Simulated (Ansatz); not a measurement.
COF2 (carbonyl fluoride): methods side by side

COF2 has 4 atoms, charge 0, and is taken as a singlet. SMILES: `O=C(F)F`. The shape is that of a GFN2-xTB optimisation.

Each level gives the electronic atomisation energy (eV). The values are calculated. Electronic energies at fixed atoms, without zero-point motion or spin-orbit coupling.

```csv
level,kind,program,value (eV),less FCI/STO-3G,CPU time (all runs)
HF/STO-3G,Hartree–Fock,Ansatz,8.80,-4.18,0.19 s
r2SCAN0/STO-3G,hybrid meta-GGA,Ansatz,16.04,+3.06,3.3 s
CAM-B3LYP/STO-3G,range-separated hybrid,Ansatz,17.11,+4.13,1.5 s
wB97M-V/STO-3G,range-separated hybrid,Ansatz,17.39,+4.41,12 s
MP2/STO-3G,perturbation theory,Ansatz,12.49,-0.49,0.2 s
BCCD(T)/STO-3G,coupled cluster or CI,Ansatz,12.95,-0.03,0.44 s
CCSD(T)/STO-3G,coupled cluster or CI,Ansatz,12.94,-0.04,0.36 s
FCI/STO-3G,exact in the basis,Ansatz,12.98,0.00,11 s
```

FCI/STO-3G is exact within its basis and frozen core, so for wave-function methods in that basis the difference is their error; functionals converge differently with the basis, so for them it is only a difference. The values span 8.80 to 17.39 eV. All rows use very small basis sets, so even the best lies far from the true value. Times are those of the runs behind each value, whatever else they computed, on shared processors of several kinds: orders of magnitude only.

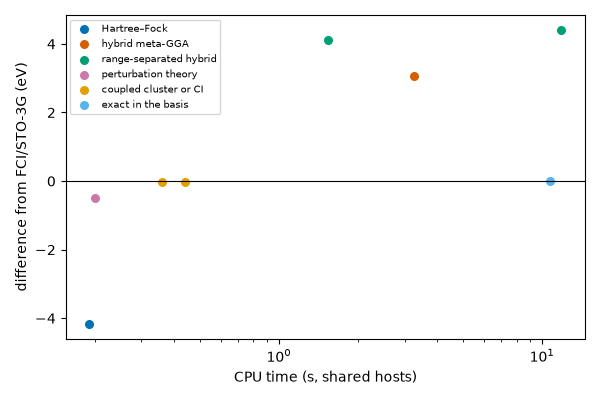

Difference from FCI/STO-3G against processor time, one point a level.
